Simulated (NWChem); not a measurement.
**One shape, several levels: singlet C2H3Ge−**

We compute a comparison of 6 runs (HF/STO-3G, HF/3-21G, B3LYP/6-31G*, B3LYP/def2-SVPD, PBE0/def2-SVPD) of singlet C2H3Ge−. 

Program for the calculation: NWChem 7.3.0.

6 further runs of the same task are left out: 2 that didn't finish, 4 set aside as unsound or not needed.

**1. The system as given**

The species is C2H3Ge− (6 atoms), meant as a singlet with charge -1. As SMILES of the parent species, `[C]#[C][GeH3]`. The coordinates come from a PBE0-D4/def2-TZVP relaxation. That shape belongs to the parent species and isn't relaxed for this state.

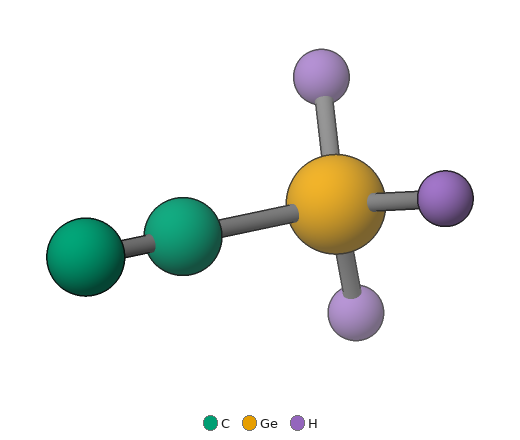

Viewed from a chosen angle; carbon teal, germanium amber, hydrogen purple.

**2. A single-point energy at HF/STO-3G (run 1)**

c2h3ge.nw

```
start c2h3ge
memory 2200 mb
charge -1
geometry units angstrom noautosym nocenter noautoz
  C     1.063000   -1.993700    1.127200
  C     0.554800   -1.039400    0.581600
  Ge   -0.244200    0.461100   -0.277700
  H    -1.482100   -0.028100   -1.035900
  H     0.783700    1.059700   -1.242900
  H    -0.633000    1.476400    0.801400
end
basis "ao basis" spherical bse
  * library STO-3G
end
scf
  singlet
  rhf
  thresh 1e-08
  maxiter 80
  print low
end
task scf energy
```

Launch:

```bash
$ nwchem c2h3ge.nw > c2h3ge.out
```

Output:

```text
[...]
  functions       =    31
[...]
  wavefunction    = RHF
[...]
         Total SCF energy =  -2128.029508734590
      One-electron energy =  -3278.138515213413
      Two-electron energy =   1008.766796419655
 Nuclear repulsion energy =    141.342210059169
        Time for solution =      1.5s
 Task  times  cpu:        1.6s     wall:        1.6s
[...]
```

Wall time 2.1 s (1 thread of AMD EPYC 9R45 (Zen 5), shared host); peak memory 0.1 GiB.

**3. A single-point energy at HF/3-21G (run 2)**

run.py

```python
from ase import Atoms
from ase.calculators.nwchem import NWChem

molecule = Atoms(['C', 'C', 'Ge', 'H', 'H', 'H'], positions=[
    [1.063000, -1.993700, 1.127200],
    [0.554800, -1.039400, 0.581600],
    [-0.244200, 0.461100, -0.277700],
    [-1.482100, -0.028100, -1.035900],
    [0.783700, 1.059700, -1.242900],
    [-0.633000, 1.476400, 0.801400],
])

calc = NWChem(
    label='work',
    theory='scf',
    memory='2200 mb',
    basis='3-21G',
    basispar='spherical bse',
    charge=-1,
    scf={'nopen': '0', 'rhf': None, 'thresh': '1e-08', 'maxiter': '80'},
    task='energy',
)
molecule.calc = calc

print(f"energy = {molecule.get_potential_energy():.6f} eV")
print("dipole (e A):", molecule.get_dipole_moment().round(4))
```

Launch:

```bash
$ export ASE_NWCHEM_COMMAND="nwchem PREFIX.nwi > PREFIX.nwo"
$ python run.py
```

Output:

```text
energy = -58294.254786 eV
dipole (e A): [-0.8039  1.5072 -0.849 ]
```

The calculator wrote work.nwi:

```
title "work"

permanent_dir work

scratch_dir work

start work

geometry units angstrom nocenter noautosym noautoz
  C  1.0629999999999999e+00 -1.9937000000000000e+00 1.1272000000000000e+00
  C  5.5479999999999996e-01 -1.0394000000000001e+00 5.8160000000000001e-01
  Ge -2.4420000000000000e-01 4.6110000000000001e-01 -2.7770000000000000e-01
  H  -1.4821000000000000e+00 -2.8100000000000000e-02 -1.0359000000000000e+00
  H  7.8369999999999995e-01 1.0597000000000001e+00 -1.2428999999999999e+00
  H  -6.3300000000000001e-01 1.4763999999999999e+00 8.0140000000000000e-01
end

charge -1

memory 2200 mb

basis spherical bse noprint
   * library 3-21G
end

scf
  nopen 0
  rhf
  thresh 1e-08
  maxiter 80
end

task scf energy
```

work.nwo:

```text
Northwest Computational Chemistry Package (NWChem) 7.3.0
             --------------------------------------------------------

           Job information
           ---------------

    nwchem branch   = 7.3.0
    use scalapack   = T
    input           = work.nwi
    prefix          = work.
    data base       = work/work.db
    status          = startup
    nproc           =        1

           Memory information
           ------------------

[... 5 lines left out ...]
    hardfail = no
[... 132 lines left out ...]
         Quadratically convergent ROHF
[... 15 lines left out ...]
       Final RHF  results
[... 4 lines left out ...]
      Two-electron energy =    994.193040194068
[... 43 lines left out ...]
                       ROHF Final Molecular Orbital Analysis
[... 204 lines left out ...]
       Multipole analysis of the density wrt the origin
       ------------------------------------------------

     L   x y z        total         open         nuclear
     -   - - -        -----         ----         -------
     0   0 0 0     -1.000000      0.000000     47.000000

     1   1 0 0     -1.519232      0.000000      1.060136
[... 8 lines of this table left out ...]
     2   0 0 2    -30.336095      0.000000     54.926236

 Task  times  cpu:        1.8s     wall:        1.8s
 Total times  cpu:        1.8s     wall:        1.8s
```

Wall time 2.9 s (1 thread of AMD EPYC 9R45 (Zen 5), shared host); peak memory 0.1 GiB.

Runs 3 to 4 aren't shown in full; the table further down has their settings and results.

**4. The energy at B3LYP/def2-SVPD (run 5)**

work.xyz

```xyz
6
C2H3Ge energy
C      1.063000    -1.993700     1.127200
C      0.554800    -1.039400     0.581600
Ge    -0.244200     0.461100    -0.277700
H     -1.482100    -0.028100    -1.035900
H      0.783700     1.059700    -1.242900
H     -0.633000     1.476400     0.801400
```

run.py

```python
from ase.io import read
from ase.calculators.nwchem import NWChem

system = read('work.xyz')

calc = NWChem(
    label='work',
    theory='dft',
    memory='2200 mb',
    basis='def2-SVPD',
    basispar='spherical bse',
    charge=-1,
    dft={'xc': 'b3lyp', 'mult': '1', 'grid': 'fine', 'convergence': 'energy 1e-08', 'iterations': '100', 'mulliken': None},
    task='energy',
)
system.calc = calc

print(f"energy = {system.get_potential_energy():.6f} eV")
print("dipole (e A):", system.get_dipole_moment().round(4))
```

Launch:

```bash
$ export ASE_NWCHEM_COMMAND="nwchem PREFIX.nwi > PREFIX.nwo"
$ python run.py
```

Output:

```text
energy = -58631.456898 eV
dipole (e A): [-0.843   1.5805 -0.8908]
```

The calculator wrote work.nwi:

```
title "work"

permanent_dir work

scratch_dir work

start work

geometry units angstrom nocenter noautosym noautoz
  C  1.0629999999999999e+00 -1.9937000000000000e+00 1.1272000000000000e+00
  C  5.5479999999999996e-01 -1.0394000000000001e+00 5.8160000000000001e-01
  Ge -2.4420000000000000e-01 4.6110000000000001e-01 -2.7770000000000000e-01
  H  -1.4821000000000000e+00 -2.8100000000000000e-02 -1.0359000000000000e+00
  H  7.8369999999999995e-01 1.0597000000000001e+00 -1.2428999999999999e+00
  H  -6.3300000000000001e-01 1.4763999999999999e+00 8.0140000000000000e-01
end

charge -1

memory 2200 mb

basis spherical bse noprint
   * library def2-SVPD
end

dft
  xc b3lyp
  mult 1
  grid fine
  convergence energy 1e-08
  iterations 100
  mulliken
end

task dft energy
```

work.nwo:

```text
Northwest Computational Chemistry Package (NWChem) 7.3.0
             --------------------------------------------------------

           Job information
           ---------------

    nwchem branch   = 7.3.0
    use scalapack   = T
    input           = work.nwi
    prefix          = work.
    data base       = work/work.db
    status          = startup
    nproc           =        1

           Memory information
           ------------------

[... 5 lines left out ...]
    hardfail = no
[... 119 lines left out ...]
          Convergence on energy requested:  1.00D-08
[... 26 lines left out ...]
          Convergence Information
[... 32 lines left out ...]
 1-e energy   =   -3347.552051
[... 45 lines left out ...]
      One electron energy =    -3288.125656501245
[... 8 lines left out ...]
                       DFT Final Molecular Orbital Analysis
[... 764 lines left out ...]
     Multipole analysis of the density
     ---------------------------------

     L   x y z        total         alpha         beta         nuclear
     -   - - -        -----         -----         ----         -------
     0   0 0 0     -1.000000    -24.000000    -24.000000     47.000000

     1   1 0 0     -1.593028     -1.326582     -1.326582      1.060136
[... 8 lines of this table left out ...]
     2   0 0 2    -31.576260    -43.251248    -43.251248     54.926236

 Task  times  cpu:       19.3s     wall:       19.3s
 Total times  cpu:       19.4s     wall:       19.4s
```

Run time: 20 s. Hardware: 1 thread of AMD EPYC 9R45 (Zen 5), shared host; peak memory 0.12 GiB.

**5. A single-point energy at PBE0/def2-SVPD (run 6)**

geom.nw

```
START geom
TITLE "C2H3Ge PBE0"
memory stack 880 mb heap 220 mb global 1100 mb
charge -1

GEOMETRY units angstroms noautosym nocenter noautoz
  C      1.063000    -1.993700     1.127200
  C      0.554800    -1.039400     0.581600
  Ge    -0.244200     0.461100    -0.277700
  H     -1.482100    -0.028100    -1.035900
  H      0.783700     1.059700    -1.242900
  H     -0.633000     1.476400     0.801400
END

BASIS "ao basis" spherical bse
  * library def2-SVPD
END

DFT
  xc pbe0
  grid fine
  convergence energy 1e-08
  iterations 100
  mulliken
END

TASK dft energy
```

Launch:

```bash
$ nwchem geom.nw > geom.out
```

Output:

```text
[...]
          Wavefunction type:  closed shell.
          No. of atoms     :     6
          No. of electrons :    48
[...]
          Charge           :    -1
          Spin multiplicity:     1
[...]
          AO basis - number of functions:   102
[...]
              XC Information
              --------------
                         PBE0 Method XC Functional
                     Hartree-Fock (Exact) Exchange  0.250
          PerdewBurkeErnzerhof Exchange Functional  0.750
            Perdew 1991 LDA Correlation Functional  1.000 local
           PerdewBurkeErnz. Correlation Functional  1.000 non-local
[...]
 d= 0,ls=0.0,diis     1  -2153.6025726043 -2.29D+03  1.73D-01  1.19D+01     2.1
[...]
 d= 0,ls=0.5,diis    26  -2154.2506676096 -5.54D-09  6.99D-06  4.07D-09    40.7
         Total DFT energy =    -2154.250667612642
      One electron energy =    -3288.471115357673
           Coulomb energy =     1083.627390309866
    Exchange-Corr. energy =      -90.749152624003
 Nuclear repulsion energy =      141.342210059169
[...]
      Total Density - Mulliken Population Analysis
     ---------------------------------------------
    Atom       Charge   Shell Charges
 -----------   ------   -------------------------------------------------------
    1 C    6     6.67   1.99  1.02  0.81  0.50  1.78  0.62  0.03 -0.07
    2 C    6     5.90   1.99  0.93  0.09 -0.28  2.03  0.96  0.02  0.16
    3 Ge  32    32.58   2.00  2.00  1.99  1.19  0.41  0.02  6.00  5.98  1.44  1.17  8.09  1.81  0.26  0.22
    4 H    1     0.95   0.73  0.23  0.01 -0.02
    5 H    1     0.95   0.73  0.23  0.01 -0.02
    6 H    1     0.95   0.73  0.23  0.01 -0.02
[...]
```

It took 43 s on 1 thread of AMD EPYC 9R45 (Zen 5), shared host; peak memory 0.12 GiB.

**6. Overview of the runs**

| run | level | iteration cap | module | energy (Eh) | wall time |
| --- | --- | --- | --- | --- | --- |
| 1 | HF/STO-3G | 80 | scf | -2128.029509 | 2.1 s |
| 2 | HF/3-21G | 80 | scf | -2142.274368 | 2.9 s |
| 3 | B3LYP/6-31G* (spherical functions) | 100 | dft | -2154.666257 | 17 s |
| 4 | B3LYP/6-31G* (Cartesian functions) | 100 | dft | -2154.674510 | 36 s |
| 5 | B3LYP/def2-SVPD | 100 | dft | -2154.666317 | 20 s |
| 6 | PBE0/def2-SVPD | 100 | dft | -2154.250668 | 43 s |

**7. Outcome**

| quantity | value |
| --- | --- |
| run 6: total energy | -2154.25067 Eh |
| run 6: HOMO energy | -1.07 eV |
| run 6: LUMO energy | 3.73 eV |
| run 6: HOMO–LUMO gap (to an unbound level, set by the basis) | 4.81 eV |

What this shows: Over runs 2, 3, 4, 5, 6 the HOMO–LUMO gap runs from 4.35 eV (B3LYP/def2-SVPD) to 12.18 eV (HF/3-21G). The two ends differ in method and basis. The empty levels of an anion lie above zero and hang on the basis. Totals of different functionals can't be ranked against each other. In runs 3, 4 the HOMO lies above zero, so the outermost electron may be held by the basis alone. In run 1 the basis is minimal, so the values are rough. All runs together took 2 min, the longest 43 s.
